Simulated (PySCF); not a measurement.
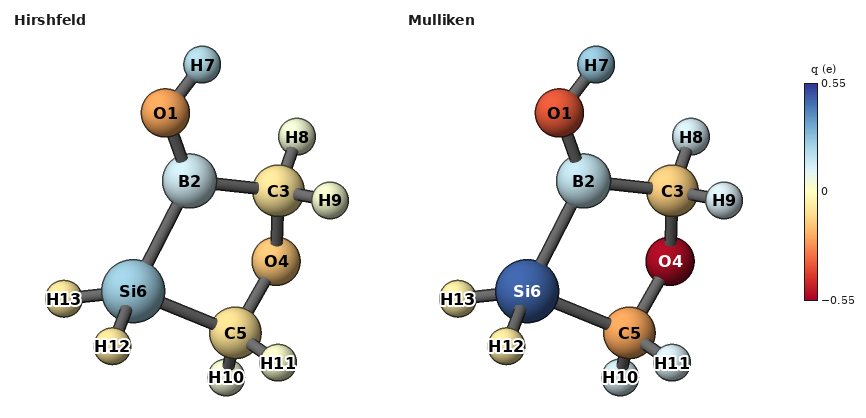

Atomic charges of one calculation by 2 schemes, on one colour scale. Computed geometry: GFN2-xTB optimisation. No frequency run is at hand to confirm it as a minimum. Level of theory: PBE0/pcSseg-1 (PySCF 2.14.0).

Which scheme gives the most polar picture (largest mean size of the charges)?

Answer. The Mulliken charges are the largest in size here.

On which atom do the schemes disagree most?

Answer. On O4 (from −0.52 to −0.16 e).

List the charges (e), one line for each set of equivalent atoms.

| atom | Hirshfeld | Mulliken |
| --- | --- | --- |
| O1 | −0.22 | −0.36 |
| B2 | 0.14 | 0.16 |
| C3 | −0.08 | −0.14 |
| O4 | −0.16 | −0.52 |
| C5 | −0.09 | −0.23 |
| Si6 | 0.24 | 0.46 |
| H7 | 0.19 | 0.25 |
| H8 | 0.04 | 0.13 |
| H9 | 0.03 | 0.12 |
| H10 | 0.04 | 0.14 |
| H11 | 0.03 | 0.12 |
| H12 | −0.08 | −0.07 |
| H13 | −0.08 | −0.06 |

The geometry is semi-empirical. Around B, Si such bond lengths and angles can be off by a tenth of an ångström or more and by several degrees, and values that hang on the shape move with them.
